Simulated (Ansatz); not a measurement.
Calibrating wB97M-V/def2-TZVPP on molecular compounds of Si

The atomisation enthalpy at 298 K in kJ/mol of 8 molecular compounds of Si: x at wB97M-V/def2-TZVPP, y from tabulated heats of molecules and atoms (CRC Handbook of Chemistry and Physics, NIST-JANAF tables). Shapes, held fixed at every level: PBE0-D4/def2-TZVP. Computed values hold a harmonic thermal term (PBE0-D4/def2-TZVP) and the atoms' spin-orbit lowering. Programs: Ansatz 0.2.0.

| molecule | x (kJ/mol) | y (kJ/mol) |
| --- | --- | --- |
| SiI4 (SMILES I[Si](I)(I)I) | 954 | 987 |
| SiH3I (SMILES [SiH3]I) | 1212 | 1213 |
| SiBr4 (tetrabromosilane) | 1293 | 1313 |
| SiH2Br2 (dibromosilane) | 1297 | 1300 |
| SiH3Cl (chlorosilane) | 1371 | 1367 |
| SiH2F2 (SMILES F[SiH2]F) | 1809 | 1836 |
| SiF4 (silicon tetrafluoride) | 2350 | ? |
| Si(SiF3)F3 (hexafluorodisilane) | 3694 | 3760 |

**Question.** Fit y = c + s·x to the known rows and predict y for SiF4.

**Answer.** 
1. Means of the 7 rows: x = 1661.43, y = 1682.3.
2. Σ(Δx)² = 5208462, Σ(Δx·Δy) = 5315501, so the slope is 5315501/5208462 = 1.0206.
3. Intercept: 1682.3 − (1.0206) × 1661.43 = -13.4. The largest residual of the fit is 27.
4. SiF4: -13.4 + 1.0206 × 2350 = 2385 kJ/mol.

The tabulated heats give 2382 kJ/mol, so the prediction is off by +3 kJ/mol, within the largest residual. Uncorrected, wB97M-V/def2-TZVPP misses it by -32 kJ/mol, and the other rows by 22 on average. The line removes about 90 % of this miss. Si(SiF3)F3 lies far out in x and weighs most in the slope. Left out in turn, the other rows are missed by 21 kJ/mol on average, hardly better than no correction. The heats of SiI4, SiBr4, SiH3Cl, Si(SiF3)F3 come from older tables and can be uncertain by 10 kJ/mol or more. The molecules' own spin-orbit binding is left out, so errors for heavy halides read too negative. The tabulated values of SiH3I, SiH2Br2, SiH2F2 are in doubt (older tables, estimates, or at odds with other calculations) and kept here. For atoms past krypton def2 sets carry core potentials with scalar relativity. Relativity is left out for Br.

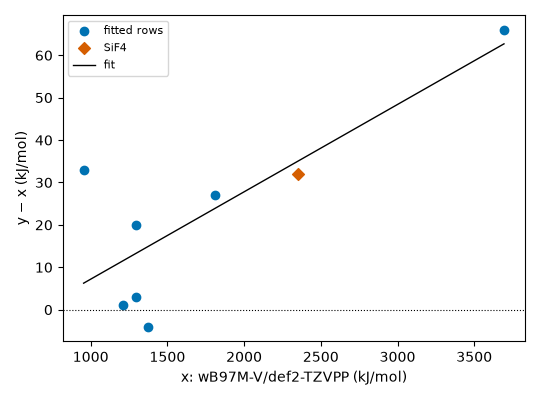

The correction y − x against x, with the fitted line and the withheld molecule.
